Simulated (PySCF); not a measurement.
**Run report: C5H8B, EPR calculation**

System: C5H8B, multiplicity 2, SMILES [CH2]C#CB(C)C.
Method: UKS B3LYP, pcH-1 on B C H, non-relativistic, mean-field spin-orbit, GIAO (PySCF 2.14.0).

It belongs to a series of runs on one base structure; here: X = H replaced by BMe2.

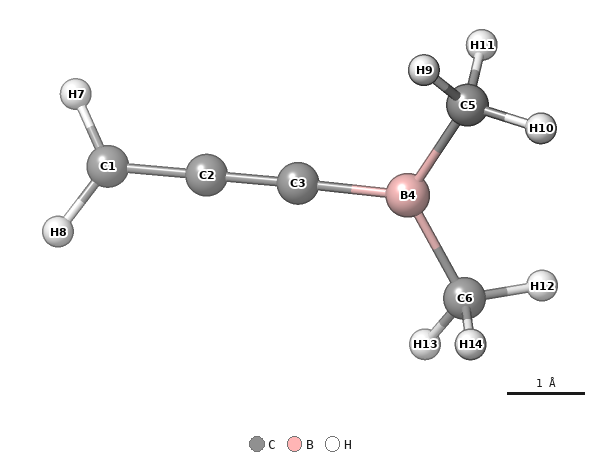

Figure 1. The structure as given in the input (ball-and-stick view, seen at a tilt; atoms are numbered from 1 in the order of the input).

## The input
```
{"job": {"kind": "epr", "basis": "pcH-1"}, "charge": 0, "multiplicity": 2}
C      3.220562    -0.066647    -0.609576
C      1.934412    -0.051831    -0.236665
C      0.744347    -0.036968     0.107359
B     -0.687109     0.009118     0.500938
C     -1.369615    -1.263013     1.158748
C     -1.524510     1.334616     0.262590
H      3.684816    -0.967819    -0.972432
H      3.823572     0.823977    -0.557364
H     -0.738174    -1.737127     1.907934
H     -2.331601    -1.043764     1.615604
H     -1.539991    -2.013513     0.385910
H     -2.543226     1.126366    -0.057330
H     -1.073281     2.014051    -0.456240
H     -1.600880     1.872079     1.208384
```

The first line tells a small driver script what to run in PySCF; the rest is the geometry in Å.

Command:
```bash
OMP_NUM_THREADS=1 python <driver script> task.json out
```

## What the program printed
```
UKS, coarse grid
  cycle   1  E = -220.06923899  |g| = 3.80e-01
  cycle   2  E = -220.00529853  |g| = 5.01e-01
  cycle   3  E = -220.13579112  |g| = 1.62e-01
  cycle   4  E = -220.15000580  |g| = 3.59e-02
  cycle   5  E = -220.15072141  |g| = 1.46e-02
  cycle   6  E = -220.15085452  |g| = 3.64e-03
  cycle   7  E = -220.15088225  |g| = 2.48e-03
  cycle   8  E = -220.15088820  |g| = 9.62e-04
UKS, final grid
  cycle   1  E = -220.15084738  |g| = 1.26e-03
  cycle   2  E = -220.15084653  |g| = 1.94e-03
  cycle   3  E = -220.15084853  |g| = 1.64e-04
  cycle   4  E = -220.15084862  |g| = 1.67e-04
  cycle   5  E = -220.15084864  |g| = 8.54e-05
  cycle   6  E = -220.15084865  |g| = 9.87e-06
E = -220.15084865 Eh   <S^2> = 0.7684 (exact 0.7500)
g shifts (ppm)      1          2          3
  rmc          -134       -134       -134
  gc             -1         25         33
  oz_so          32        522        862
  total        -103        413        762
hyperfine (MHz)  atom isotope    a_iso     a_fc   dipolar eigenvalues
    0   13C      54.41      54.41    -53.61    -52.76    106.37
    1   13C     -56.15     -56.15    -24.16      3.97     20.19
    2   13C      29.54      29.54    -41.93    -34.10     76.03
    3   11B     -12.33     -12.33     -6.07     -1.65      7.73
    4   13C       8.53       8.53     -1.68     -1.31      2.99
    5   13C       9.71       9.71     -1.74     -1.44      3.17
    6    1H     -42.86     -42.86    -24.73     -1.31     26.04
    7    1H     -42.83     -42.83    -24.72     -1.31     26.04
    8    1H       5.62       5.62     -2.51     -1.19      3.70
    9    1H      -1.03      -1.03     -1.57     -0.97      2.55
   10    1H      16.14      16.14     -2.07     -0.55      2.62
   11    1H      -1.06      -1.06     -1.70     -1.25      2.95
   12    1H       1.08       1.08     -2.51     -1.25      3.75
   13    1H      21.19      21.19     -1.96     -0.45      2.40
```

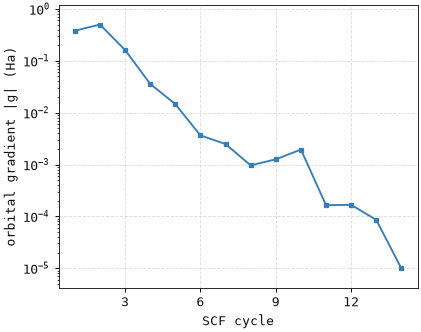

Figure 2. Convergence of the self-consistent field: orbital gradient |g| against the SCF cycle. All cycles printed in the log are drawn one after another.

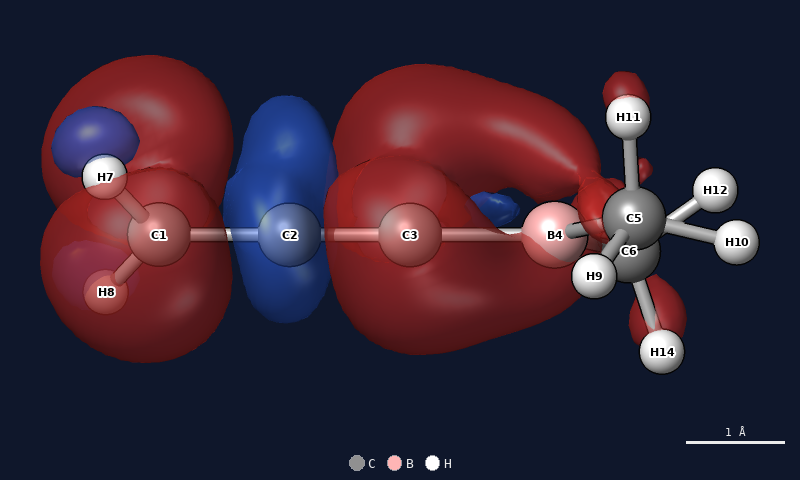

Figure 3. Isosurfaces of the spin density (α minus β) at +0.01 (red) and −0.01 e/Å³ (blue), seen from the side. The unpaired spin (1 electron) lies mostly on C1 (about 0.5), C3 (about 0.3) and B4 (about 0.1), in electrons by Hirshfeld's partition.

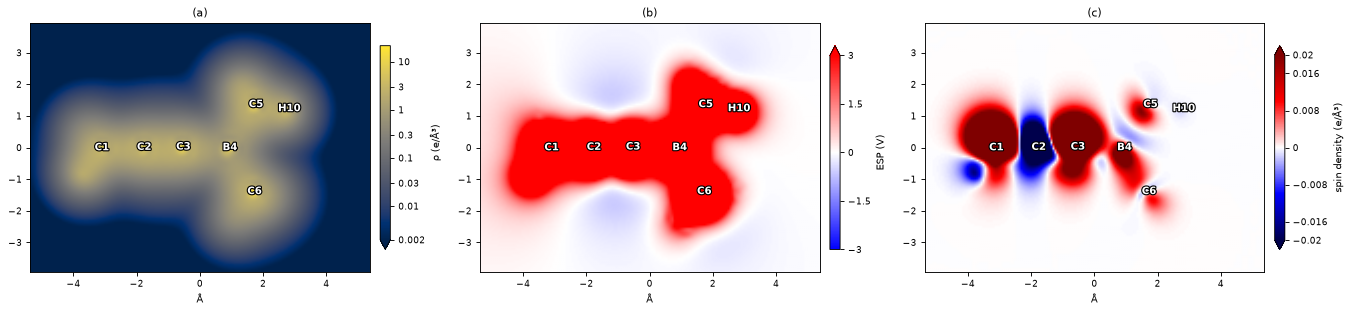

Figure 4. (a) total electron density; (b) electrostatic potential; (c) spin density on the plane of atoms C3, B4 and C6. Atoms in the plane: C, B and H. C–C (1.24 Å): ρ is about 2 e/Å³ halfway. C–B (1.49 Å): ρ at the midpoint is about 1.1 e/Å³. C–H (1.09 Å): ρ is about 1.4 e/Å³ halfway. C–C (1.34 Å): ρ is about 1.7 e/Å³ halfway. C–B (1.59 Å): ρ is about 1 e/Å³ halfway. The unpaired spin (1 electron) lies mostly on C1 (about 0.5), C3 (about 0.3) and B4 (about 0.1), in electrons by Hirshfeld's partition.

## Results in brief

```json
{"quantity": "outcome", "value": "converged"}
{"quantity": "total energy", "value": "−220.150849 hartree"}
{"quantity": "⟨S²⟩", "value": "0.768"}
{"quantity": "isotropic g", "value": "2.0027"}
{"quantity": "hardware", "value": "1 CPU thread, shared host"}
{"quantity": "wall time", "value": "32 s"}
{"quantity": "peak memory", "value": "0.87 GiB"}
```
